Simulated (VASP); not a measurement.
**SiN: structure and properties in VASP**

What structure does SiN take at this level, and what are its properties? The steps: rough relaxation of the start cell, relaxing cell and atoms (LDA), single point with fields (LDA), band structure (LDA), total and projected DOS (LDA), optical spectrum (LDA), volume scan with LDA, fit for LDA, vibrations at Γ (LDA) and bands along the symmetry lines (r2SCAN). The cell is invented: it takes the structure of a Materials Project entry for ZrN (space group 164 there), with some of its atoms replaced by other elements, volume scaled by an estimate. It may not be a known or stable phase.

Program: VASP 6.6.1. Level of theory: LDA; plane waves and PAW (Si, N), in the first sound run; inputs show where later runs differ. Results are calculated unless marked as measured.

### Step 1. Set-up

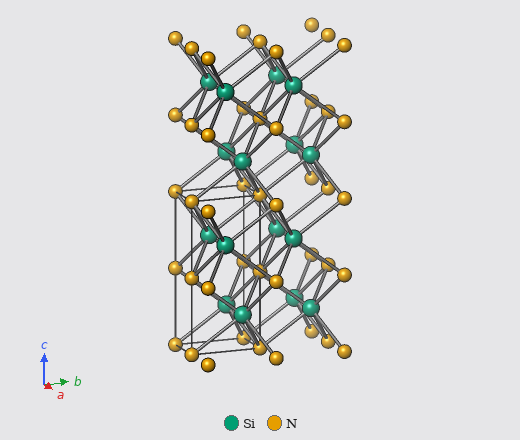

Start, viewed slightly off an axis; silicon teal, nitrogen orange. 2×2×2 cells are drawn. Bonds to atoms that aren't drawn are left out. Some periodic images of atoms are drawn too.

Structure file:

```xyz
4
Lattice="3.3257 0.0000 0.0000 -1.6628 2.8801 0.0000 0.0000 0.0000 5.7175" Properties=species:S:1:pos:R:3 pbc="T T T"
Si    1.6628    0.9600    4.2611
Si    0.0000    1.9201    1.4564
N     0.0000    0.0000    0.0000
N     0.0000    0.0000    2.8587
```

### Step 2. Rough relaxation of the start cell

The start is only an estimate, so a cheap relaxation brings it near a minimum before any careful run. LDA, the lowest rung, knows the local density alone.

Contents of INCAR:

```
SYSTEM = SiN
PREC = Normal
ENCUT = 520
EDIFF = 1E-05
NELM = 60
ISMEAR = 0
SIGMA = 0.05
LREAL = .FALSE.
ALGO = Fast
GGA = CA
NBANDS = 15
LORBIT = 11
LWAVE = .FALSE.
LCHARG = .FALSE.
KPAR = 2
IBRION = 2
NSW = 40
ISIF = 3
EDIFFG = -0.04
```

Contents of POSCAR:

```
SiN
1.0
    3.3256760000      0.0000000000      0.0000000000
   -1.6628380000      2.8801200000      0.0000000000
    0.0000000000      0.0000000000      5.7174700000
Si N
2 2
Direct
    0.6666666700      0.3333333300      0.7452700000
    0.3333333300      0.6666666700      0.2547300000
    0.0000000000      0.0000000000      0.0000000000
    0.0000000000      0.0000000000      0.5000000000
```

Contents of KPOINTS:

```
Automatic mesh
0
Gamma
6 6 3
0 0 0
```

PAW data sets: Si and N (LDA family, release 64).

Run with:

```bash
> mpirun -np 2 vasp_std
```

The log of the run:

```text
[banner, memory and clock lines left out]
running    2 mpi-ranks, on    1 nodes
 distrk:  each k-point on    1 cores,    2 groups
 distr:  one band on    1 cores,    1 groups

 POSCAR found type information on POSCAR SiN
 POSCAR found :  2 types and       4 ions
 LDA part: xc-table for (Slater(with rela. corr.)+CA(PZ))
 , standard interpolation
 POSCAR, INCAR and KPOINTS ok, starting setup
 FFT: planning ... GRIDC
 FFT: planning ... GRID_SOFT
 FFT: planning ... GRID
 WAVECAR not read
 entering main loop
       N       E                     dE             d eps       ncg     rms          rms(c)
DAV:   1     0.393570095655E+02    0.39357E+02   -0.79797E+03   510   0.106E+03
DAV:   2    -0.244700057355E+02   -0.63827E+02   -0.59668E+02   746   0.162E+02
DAV:   3    -0.280350004374E+02   -0.35650E+01   -0.35286E+01   622   0.405E+01
DAV:   4    -0.280757614842E+02   -0.40761E-01   -0.40695E-01   679   0.466E+00
DAV:   5    -0.280763907645E+02   -0.62928E-03   -0.62855E-03   615   0.533E-01    0.843E+00
RMM:   6    -0.259429274128E+02    0.21335E+01   -0.81173E+00   510   0.137E+01    0.415E+00
RMM:   7    -0.257187140954E+02    0.22421E+00   -0.76168E-01   510   0.505E+00    0.195E+00
RMM:   8    -0.256963064377E+02    0.22408E-01   -0.26124E-01   511   0.359E+00    0.734E-01
RMM:   9    -0.256848903082E+02    0.11416E-01   -0.27522E-02   521   0.108E+00    0.467E-01
RMM:  10    -0.256823459214E+02    0.25444E-02   -0.22096E-02   514   0.770E-01    0.172E-01
RMM:  11    -0.256822029788E+02    0.14294E-03   -0.22142E-03   515   0.284E-01    0.801E-02
RMM:  12    -0.256821458969E+02    0.57082E-04   -0.80890E-04   536   0.137E-01    0.914E-03
RMM:  13    -0.256821524623E+02   -0.65654E-05   -0.86284E-05   476   0.546E-02
   1 F= -.25682152E+02 E0= -.25679870E+02  d E =-.256822E+02
 curvature:   0.00 expect dE= 0.000E+00 dE for cont linesearch  0.000E+00
 trial: gam= 0.00000 g(F)=  0.154E-01 g(S)=  0.569E+01 ort = 0.000E+00 (trialstep = 0.100E+01)
 search vector abs. value=  0.570E+01
 bond charge predicted
       N       E                     dE             d eps       ncg     rms          rms(c)
DAV:   1    -0.395156762524E+02   -0.13834E+02   -0.31326E+02   587   0.161E+02    0.253E+01
RMM:   2    -0.303452740248E+02    0.91704E+01   -0.22663E+01   510   0.336E+01    0.813E+00
RMM:   3    -0.297487475963E+02    0.59653E+00   -0.52209E+00   510   0.161E+01    0.306E+00
RMM:   4    -0.295317955614E+02    0.21695E+00   -0.68483E-01   510   0.645E+00    0.186E+00
RMM:   5    -0.294736137736E+02    0.58182E-01   -0.74581E-02   510   0.221E+00    0.118E+00
RMM:   6    -0.294990443325E+02   -0.25431E-01   -0.30431E-01   515   0.329E+00    0.105E+00
RMM:   7    -0.294629061012E+02    0.36138E-01   -0.10527E-01   510   0.213E+00    0.166E-01
RMM:   8    -0.294634380932E+02   -0.53199E-03   -0.55898E-03   510   0.545E-01    0.670E-02
RMM:   9    -0.294633614732E+02    0.76620E-04   -0.41267E-04   513   0.150E-01    0.315E-02
RMM:  10    -0.294633494431E+02    0.12030E-04   -0.61858E-05   486   0.581E-02    0.116E-02
RMM:  11    -0.294633498474E+02   -0.40433E-06   -0.90976E-06   365   0.199E-02
   2 F= -.29463350E+02 E0= -.29462745E+02  d E =-.378120E+01
[...]
3 F= -.29465742E+02 E0= -.29465139E+02  d E =-.378359E+01
[...]
4 F= -.29415188E+02 E0= -.29413674E+02  d E =0.505540E-01
[...]
5 F= -.29523455E+02 E0= -.29522850E+02  d E =-.577134E-01
[...]
6 F= -.29523451E+02 E0= -.29522846E+02  d E =-.577090E-01
[...]
7 F= -.29523627E+02 E0= -.29523024E+02  d E =-.175568E-03
 trial-energy change:   -0.000176  1 .order   -0.000178   -0.000825    0.000470
 step:   0.5655(harm=  0.5655)  dis= 0.00122  next Energy=   -29.523714 (dE=-0.263E-03)
 bond charge predicted
       N       E                     dE             d eps       ncg     rms          rms(c)
DAV:   1    -0.295238253424E+02   -0.19762E-03   -0.32370E-03   664   0.484E-01    0.781E-02
RMM:   2    -0.295237218222E+02    0.10352E-03   -0.26957E-04   510   0.115E-01    0.242E-02
RMM:   3    -0.295237173049E+02    0.45172E-05   -0.38431E-05   419   0.436E-02
   8 F= -.29523717E+02 E0= -.29523114E+02  d E =-.266206E-03
 curvature:  -0.28 expect dE=-0.173E-04 dE for cont linesearch -0.131E-06
 trial: gam= 0.08658 g(F)=  0.190E-04 g(S)=  0.421E-04 ort =-0.207E-04 (trialstep = 0.823E+00)
 search vector abs. value=  0.645E-04
 reached required accuracy - stopping structural energy minimisation
```

Elapsed: 7 s, on 2 MPI ranks of Intel Xeon 6975P-C (Granite Rapids), shared host; peak memory 0.24 GiB; 13 s of CPU time.

Lines that name or quote the potential files are left out of all logs, and their timing lines are given in words.

From OUTCAR (step 2):

```text
ion  position               nearest neighbor table
   1  0.667  0.333  0.745-   4 2.38   4 2.38   4 2.38   3 2.41   3 2.41   3 2.41
   2  0.333  0.667  0.255-   4 2.38   4 2.38   4 2.38   3 2.41   3 2.41   3 2.41
   3  0.000  0.000  0.000-   1 2.41   2 2.41   1 2.41   2 2.41   1 2.41   2 2.41
   4  0.000  0.000  0.500-   1 2.38   2 2.38   1 2.38   2 2.38   1 2.38   2 2.38

  LATTYP: Found a hexagonal cell.
 ALAT       =     3.3256760000
 C/A-ratio  =     1.7191903240

 Subroutine GETGRP returns: Found 12 space group operations
 (whereof 12 operations were pure point group operations)

The static configuration has the point symmetry D_3d.

 Found     17 irreducible k-points:

   k-points           NKPTS =     17   k-points in BZ     NKDIM =     17   number of bands    NBANDS=     15

   dimension x,y,z NGX =    20 NGY =   20 NGZ =   32
   dimension x,y,z NGXF=    40 NGYF=   40 NGZF=   64

   ENCUT  =  520.0 eV  38.22 Ry    6.18 a.u.   6.18  6.18 10.63*2*pi/ulx,y,z

   NELECT =      18.0000    total number of electrons

 k-points in reciprocal lattice and weights: Automatic mesh
   0.00000000  0.00000000  0.00000000       0.009
   0.16666667  0.00000000  0.00000000       0.056
   0.33333333  0.00000000  0.00000000       0.056
   0.50000000  0.00000000  0.00000000       0.028
   0.16666667  0.16666667  0.00000000       0.056
   0.33333333  0.16666667  0.00000000       0.111
   0.33333333  0.33333333  0.00000000       0.019
   0.00000000  0.00000000  0.33333333       0.019
   0.16666667  0.00000000  0.33333333       0.056
[...]
-0.16666667  0.50000000  0.33333333       0.111
   0.33333333  0.33333333  0.33333333       0.037

 average (electrostatic) potential at core
       1 -79.6767       2 -79.6767       3 -57.0103       4 -57.0156

 E-fermi :  13.5328

 k-point     1 :       0.0000    0.0000    0.0000
  band No.  band energies     occupation
    ...
      5       9.6045      2.00000
      6       9.6045      2.00000
      7      10.8287      2.00000
      8      10.8287      2.00000
      9      11.5937      2.00000
     10      17.7787      0.00000
     11      18.3884      0.00000
     12      19.1549      0.00000
     13      19.6848      0.00000
     14      19.6848      0.00000
    ...

 k-point     2 :       0.1667    0.0000    0.0000
  band No.  band energies     occupation
    ...
      5       8.5067      2.00000
      6       8.8343      2.00000
      7       8.9849      2.00000
      8      10.3724      2.00000
      9      12.8464      2.00000
     10      15.0644      0.00000
     11      17.4566      0.00000
     12      19.6559      0.00000
     13      19.8192      0.00000
     14      20.4025      0.00000
    ...

 k-point     3 :       0.3333    0.0000    0.0000
  band No.  band energies     occupation
    ...
      6       8.0079      2.00000
      7       9.3570      2.00000
      8       9.5913      2.00000
      9      10.5627      2.00000
     10      13.4101      1.99948
     11      16.4671      0.00000
     12      18.1159      0.00000
     13      18.3306      0.00000
     14      19.0856      0.00000
     15      21.6312      0.00000

  Total        0.0299617      0.0299617     -0.0412002      0.0000000      0.0000000      0.0000000
  in kB        1.4293080      1.4293081     -1.9654369      0.0000000      0.0000000      0.0000000
  external PRESSURE =       0.2977264 kB  Pullay stress =       0.0000000 kB

  energy-cutoff  :      520.00
  volume of cell :       33.59
      direct lattice vectors                 reciprocal lattice vectors
     2.726373838 -0.000000000  0.000000000     0.366787557  0.211764891  0.000000000
    -1.363186919  2.361109050 -0.000000000    -0.000000000  0.423529781  0.000000000
     0.000000000 -0.000000000  5.217342754    -0.000000000  0.000000000  0.191668450

 POSITION                                       TOTAL-FORCE (eV/Angst)
 -----------------------------------------------------------------------------------
      1.36319      0.78704      3.91272         0.000000     -0.000000      0.014044
     -0.00000      1.57407      1.30462        -0.000000      0.000000     -0.014044
      0.00000     -0.00000      0.00000        -0.000000     -0.000000      0.000000
      0.00000     -0.00000      2.60867        -0.000000     -0.000000      0.000000
 -----------------------------------------------------------------------------------
    total drift:                               -0.000000      0.000000     -0.000000

  FREE ENERGIE OF THE ION-ELECTRON SYSTEM (eV)
  ---------------------------------------------------
  free  energy   TOTEN  =       -29.5237173049 eV

  energy  without entropy=      -29.5225103820  energy(sigma->0) =      -29.52311384

 reached required accuracy - stopping structural energy minimisation

 total charge
# of ion       s       p       d       tot
------------------------------------------
    1        0.763   0.746   0.000   1.510
    2        0.763   0.746   0.000   1.510
    3        1.244   2.456   0.000   3.700
    4        1.244   2.457   0.000   3.700
--------------------------------------------------
tot          4.015   6.405   0.000  10.420

[... 3 further parts left out ...]
```

CONTCAR:

```
SiN
   1.00000000000000
     2.7263738382436253   -0.0000000000000000    0.0000000000000000
    -1.3631869191218127    2.3611090504205565   -0.0000000000000000
     0.0000000000000000   -0.0000000000000000    5.2173427535456289
  Si              N
     2     2
Direct
     0.6666666699999979    0.3333333300000021    0.7499453845843839
     0.3333333300000021    0.6666666699999979    0.2500546154156161
     0.0000000000000000    0.0000000000000000    0.0000000000000000
     0.0000000000000000    0.0000000000000000    0.5000000000000000
```

The k-mesh is coarse for a metal. This relaxation is a rough one on cheap settings, only to bring the start near its minimum. After so large a change of volume the plane waves of the start cell no longer fit, so the final stress carries a basis-set error. The run keeps the 12 symmetry operations of its start, so it cannot find a distortion of lower symmetry.

Step by step:

```
step  energy less that of the first step (eV)  largest force (eV/Å)  pressure (GPa)  volume (Å³)
   1                                   0.0000                0.3991          -35.91        54.76
   2                                  -3.7812                0.3398            0.88        33.80
   3                                  -3.7836                0.3285            2.73        33.50
   4                                  -3.7330                0.4842           -0.81        33.43
   5                                  -3.8413                0.0378            0.67        33.49
   6                                  -3.8413                0.0448            0.68        33.49
   7                                  -3.8415                0.0472           -0.31        33.64
   8                                  -3.8416                0.0140            0.03        33.59
```

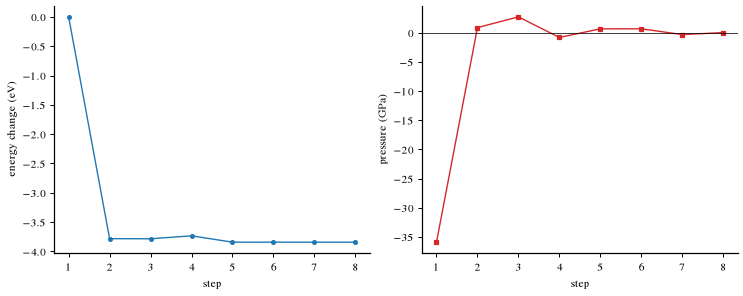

Energy and pressure along the relaxation.

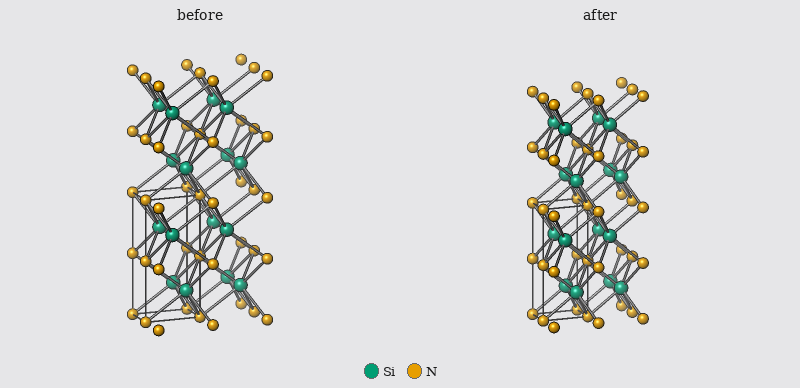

The structure before and after the relaxation, drawn at the same scale. Bonds to atoms that aren't drawn are left out.

```
     cell as run  before  after   change
           a (Å)   3.326  2.726  -18.0 %
           b (Å)   3.326  2.726  -18.0 %
           c (Å)   5.717  5.217   -8.7 %
volume (Å³/atom)   13.69   8.40  -38.7 %
```

The atoms that moved most (Å, as changes of fractional coordinates times the final cell):

```
atom     dx     dy      dz  length
 Si1  0.000  0.000   0.024   0.024
 Si2  0.000  0.000  -0.024   0.024
```

Final coordinates:

```xyz
4
Lattice="2.7264 0.0000 0.0000 -1.3632 2.3611 0.0000 0.0000 0.0000 5.2173" Properties=species:S:1:pos:R:3 pbc="T T T"
Si    1.3632    0.7870    3.9127
Si    0.0000    1.5741    1.3046
N     0.0000    0.0000    0.0000
N     0.0000    0.0000    2.6087
```

This step gave:

```yaml
electrons: 18
bands: 15
irreducible_k_points: 17
symmetry_operations: 12
free_energy_toten: -29.52 eV
energy_at_zero_smearing: -29.52 eV
fermi_energy: 13.53 eV
pressure: 0.02977 GPa
metallic: yes
scf_cycles_over_all_ionic_steps: 51
```

It ends with a largest force of 0.014 eV/Å and a pressure of 0.03 GPa.

(Part 1 of 6 ends here.)

[Lines on the potential files, build, host, timing and source positions are cut from VASP's logs without a mark.]

[Logs are printed without paths, hosts, clocks, repeated set-up lines and the standing remarks that a program may print on its own settings, such as how far it seeks lower states.]

[Hosts, paths, dates, database ids (printed as entryN), source tags and the programs' standing remarks are cut or masked in the printed files.]

[A measured line is paired with the nearest computed mode of its activity, which favours agreement.]

[In band tables of VASP the shares of atoms and orbitals are scaled to a sum of 1 inside the atoms' spheres.]
